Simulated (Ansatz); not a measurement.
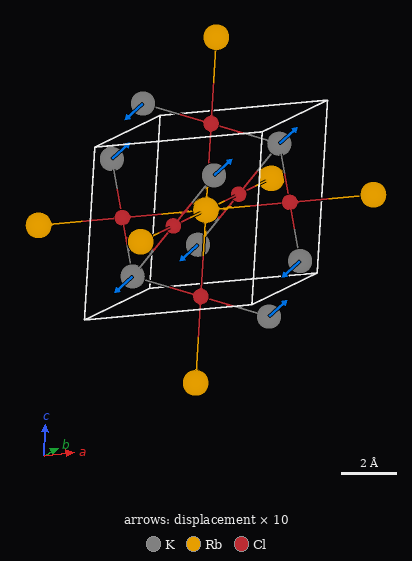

This is a relaxation of a crystal of K2RbCl3 (built on the Mg2SiNi3-166 type type). The starting structure is drawn; blue arrows show the displacements (the part carried along by the change of the cell is left out), 10 times their true length.

Style: ball-and-stick. Shown: the cell of the calculation, slightly off an axis.

These are results of Ansatz, DFT, r2SCAN+rVV10, plane waves, PAW, not measurements. (plane-wave cutoff 500 eV; k-point mesh 4 × 4 × 4; occupations fermi dirac; smearing width 0.03 eV; no spin polarisation; cell and atoms relaxed; force threshold 0.01 eV/Å; at most 120 steps)

**Atoms of which element are displaced furthest, and by how much?**

Potassium: up to 0.10 Å, against 0.00 Å for chlorine.

**What did the optimiser do to the structure, and how much energy did it gain?**

Over 2 accepted moves (3 points after the start) the energy falls by 2.1 meV per atom. Largest force component: 0.14 eV/Å at the start, 0.0025 eV/Å at the end. The pressure goes from 0.11 to −0.04 GPa. At 1 point the geometry stayed and the basis and grid were re-selected for the new cell (energy shift of 0.1 meV per atom at most each time). The largest moves relative to the cell, 0.10 Å, are those of K atoms. Cl and Rb stay in place. The volume changes by −2.4 %, with a = b = c 6.418 → 6.365 Å (−0.8 %). Among the contacts that change: Cl–K 2.957 → 2.996 Å, Cl–Rb 3.209 → 3.183 Å. Among the angles between lasting bonds that change: Cl–K–Cl 89.5° → 87.2°. The space group stays R-3m (No. 166). Cost: 55 s on 2 threads of Arm Neoverse V1, on a shared host, peak memory 1.2 GiB.
